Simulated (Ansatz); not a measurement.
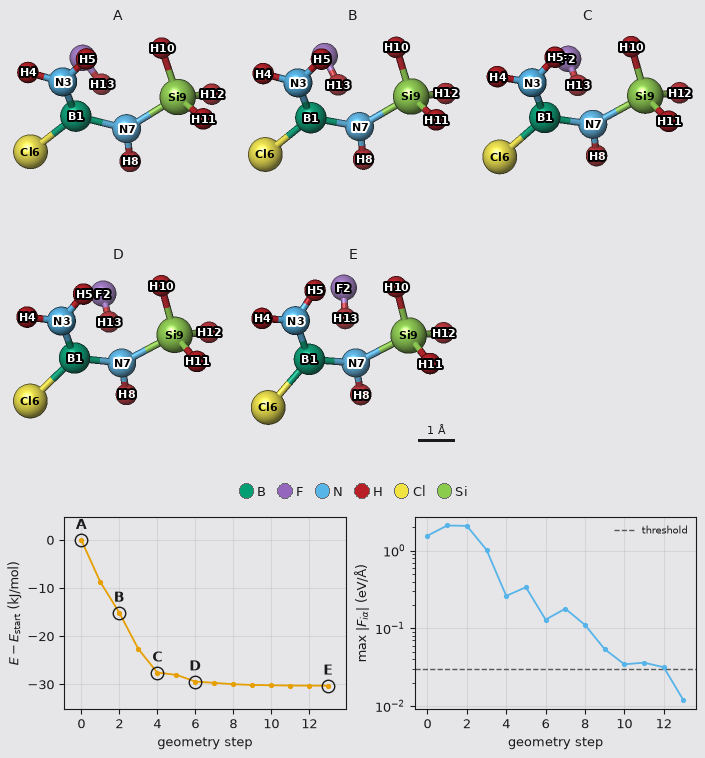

Frames of a relaxation of BSiN₂H₇ClF, marked on the history of the run. The picture is a ball-and-stick view, seen from a free direction.

The run prepares an end point of a later path (reaction) calculation, from a guessed geometry.

The calculation used RKS PBE0-D4/def2-SVP in Ansatz 0.2.0. Settings: no spin polarisation; force threshold 0.03 eV/Å; at most 50 steps.

Q: Describe the path.

A: The largest move after the best rigid fit is that of F2, 0.80 Å. By element the largest moves are F 0.80 Å, Cl 0.78 Å, H 0.47 Å, N 0.29 Å, B 0.17 Å, Si 0.13 Å. Some distances before and after: B1–N7 1.496 → 1.444 Å, N7–Si9 1.744 → 1.770 Å, F2–H13 0.924 → 0.944 Å, Si9–H10 1.494 → 1.487 Å. Bond angles that change, for instance: H8–N7–Si9 119.5° → 115.0°, N7–Si9–H11 113.5° → 111.2°. Groups turn about B1–N7 by about 25°. The energy falls by 30.3 kJ/mol in 13 geometry steps. The largest force component goes from 1.6 to 0.012 eV/Å. The run took 39 s on 4 threads of Arm Neoverse V1, on a shared host, peak memory 0.3 GiB. From step 0 to 2: F2 moves most (0.37 Å), energy −15.1 kJ/mol. From step 2 to 4: F2 moves most (0.26 Å), energy −12.4 kJ/mol. From step 4 to 6: Cl6 moves most (0.22 Å), energy −1.85 kJ/mol. From step 6 to 13: Cl6 moves most (0.31 Å), energy −0.86 kJ/mol.

| step | E − E(0), kJ/mol | largest force component, eV/Å |
| --- | --- | --- |
| 0 | 0.00 | 1.5594 |
| 1 | -8.71 | 2.1138 |
| 2 | -15.11 | 2.0908 |
| 3 | -22.62 | 1.0274 |
| 4 | -27.54 | 0.2625 |
| 5 | -28.00 | 0.3394 |
| 6 | -29.39 | 0.1298 |
| 7 | -29.67 | 0.1797 |
| 8 | -29.95 | 0.1110 |
| 9 | -30.11 | 0.0541 |
| 10 | -30.17 | 0.0346 |
| 11 | -30.23 | 0.0363 |
| 12 | -30.25 | 0.0316 |
| 13 | -30.25 | 0.0119 |

Limits of the set-up: the start holds two separate molecules, 2.3 Å apart at their closest, whose relative position is a soft coordinate.
